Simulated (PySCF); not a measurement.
# C$_{3}$H$_{9}$BrGe, SMILES `[CH3][GeH2][CH](C)Br`: electronic structure

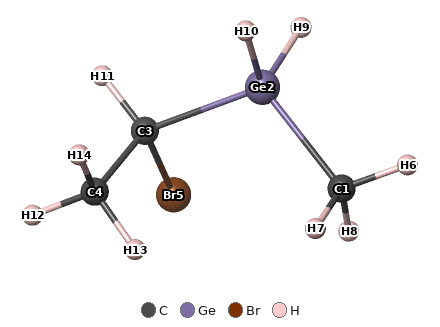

The molecule, with its atoms numbered as below. No frequency check shows the geometry to be a minimum.

Coordinates in Å:

```
C1      -1.7668   -0.8875   -1.3239
Ge2     -1.4122   -0.0428    0.4138
C3       0.3292    0.9350    0.3705
C4       0.4234    2.0236   -0.6736
Br5      1.6769   -0.4572    0.0185
H6      -2.6677   -1.4927   -1.2749
H7      -1.9056   -0.1376   -2.0993
H8      -0.9391   -1.5324   -1.6103
H9      -1.3190   -1.0598    1.5171
H10     -2.4966    0.9388    0.7891
H11      0.5956    1.3254    1.3528
H12      1.4071    2.4931   -0.6746
H13      0.2339    1.6244   -1.6698
H14     -0.3266    2.7858   -0.4586
```

Part 1: Bonding charge

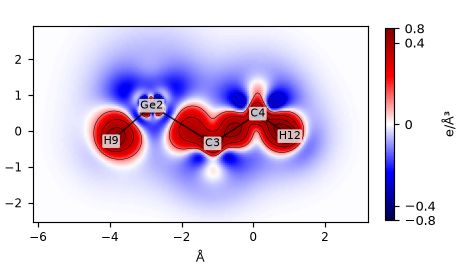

Deformation density (molecule less spherical, spin-averaged free atoms) in the plane of Ge2, C3, C4, H9 and H12; colour scale in e/Å³, logarithmic beyond ±0.1; red: gain, blue: loss.

Level of theory: TPSS/def2-TZVP (PySCF), at a geometry from GFN2-xTB.

Question: Describe the bonding that the map shows.

Answer: C4–H12: +0.70 e/Å³ at the bond critical point (bond length 1.09 Å, Mayer order 1.0). C3–C4: +0.48 e/Å³ at the bond critical point (bond length 1.51 Å, Mayer order 1.0). Ge2–H9: +0.26 e/Å³ at the bond critical point (bond length 1.50 Å, Mayer order 0.9). Ge2–C3: +0.18 e/Å³ at the bond critical point (bond length 2.00 Å, Mayer order 0.9). In all, 2.9 electrons gather in the regions of gain relative to the promolecule.

Part 2: Bond critical points

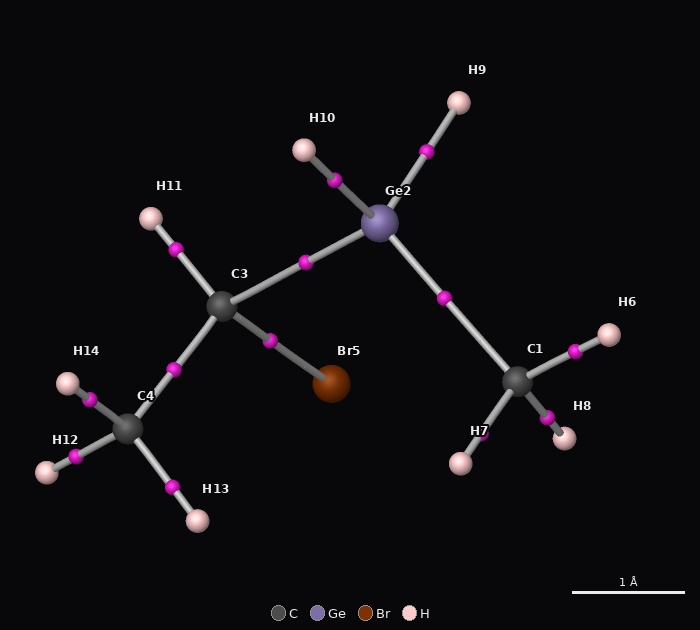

Molecular graph of the electron density (QTAIM): bond paths, bond critical points (magenta), ring points (cyan, if any); weak paths are dashed.

Question: How many critical points of each kind are there, and does the count close?

Answer: 14 nuclei, 13 bond, 0 ring and 0 cage critical points: 14 − 13 + 0 − 0 = 1, as the Poincaré–Hopf relation requires.

Question: What does the calculation give at each kind of bond critical point?

Answer:
| bond | length (Å) | ρ (a.u.) | ∇²ρ (a.u.) | ε | H (a.u.) |
| --- | --- | --- | --- | --- | --- |
| C3–H11 | 1.090 | 0.284 | −0.99 | 0.03 | −0.286 |
| C4–H13 | 1.090 | 0.281 | −0.97 | 0.01 | −0.283 |
| C4–H12 | 1.090 | 0.280 | −0.97 | 0.01 | −0.283 |
| C4–H14 | 1.091 | 0.278 | −0.95 | 0.01 | −0.280 |
| C1–H8 | 1.088 | 0.278 | −0.94 | 0.02 | −0.279 |
| C1–H6 | 1.086 | 0.277 | −0.94 | 0.02 | −0.279 |
| C1–H7 | 1.088 | 0.277 | −0.93 | 0.02 | −0.279 |
| C3–C4 | 1.511 | 0.252 | −0.63 | 0.02 | −0.222 |
| Ge2–H9 | 1.503 | 0.141 | +0.09 | 0.01 | −0.083 |
| C3–Br5 | 1.969 | 0.141 | −0.11 | 0.05 | −0.076 |
| Ge2–H10 | 1.510 | 0.139 | +0.10 | 0.00 | −0.080 |
| C1–Ge2 | 1.964 | 0.125 | +0.08 | 0.01 | −0.061 |
| Ge2–C3 | 1.998 | 0.120 | +0.10 | 0.00 | −0.056 |

Question: What kind of interaction is C1–H6?

Answer: Shared-shell (covalent): ρ = 0.277, ∇²ρ = −0.94, H = −0.279 a.u.

Part 3: Electrostatic potential

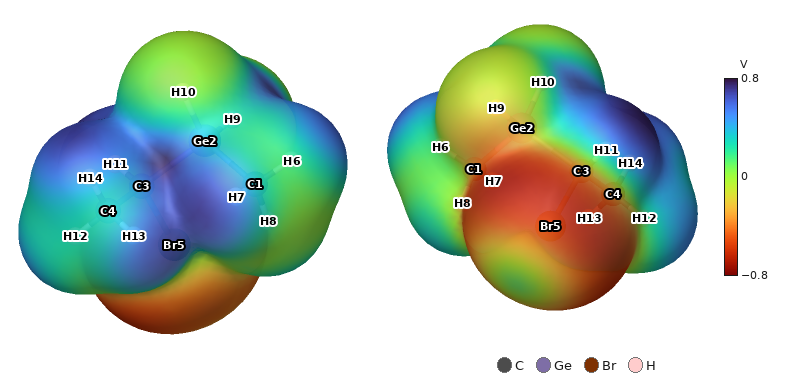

Electrostatic potential on the surface of electron density 0.001 a.u. (back view left, front view right).

Question: Where are the extremes of the potential on the surface?

Answer: Highest: 0.77 V, 1.4 Å from H11. Further maxima include 0.66 V, 1.4 Å from H7. Lowest: −0.67 V, 2.3 Å from Br5. Further minima include −0.05 V, 1.5 Å from H10; −0.02 V, 1.7 Å from H8. The surface is sampled at points, so like sites can differ by a few per cent and only the strongest of them is named.

Question: What volume does the surface enclose, and what is the dipole moment?

Answer: About 160 Å³; the dipole moment is 1.8 D.

Part 4: In an electric field

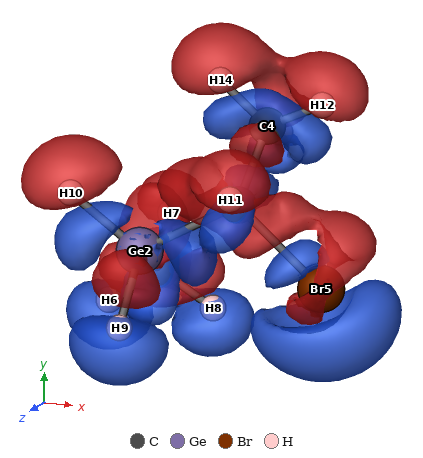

Change of the electron density in a uniform field of 0.21 V/Å, surfaces at ±0.0015 e/Å³ (red: gain, blue: loss).

Method: r2SCAN/def2-SVP; geometry: GFN2-xTB; program: PySCF. A basis without diffuse functions makes polarisabilities too small.

Question: Along which Cartesian direction does the field point?

Answer: Along −y: electrons gather on the +y side, against the field.

Question: What dipole is induced, and what polarisability does it imply?

Answer: The induced dipole is 0.77 D (along the field); α along this axis, from the fields in both directions, is 76 bohr³ (11.3 Å³).

Question: Which atoms gain and lose the most charge?

Answer: Electrons gather most on H14 (Hirshfeld charge changes by −0.008 e) and leave Br5 most (+0.015 e); 0.074 electrons are displaced in all.
